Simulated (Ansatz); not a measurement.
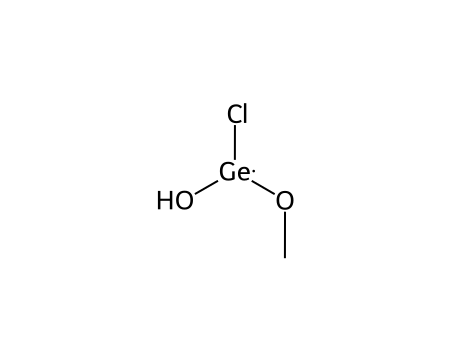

(Drawn from a calculation with Ansatz.)

Charge 0, doublet.

Q: Give its SMILES.

A: C[O][Ge]([OH])[Cl]

Q: Give the formula, hydrogens included.

A: CH4ClGeO2.

Q: An optimisation with PBE0-D4/def2-TZVP gave a structure of which point group?

A: C1. Other conformers may differ.
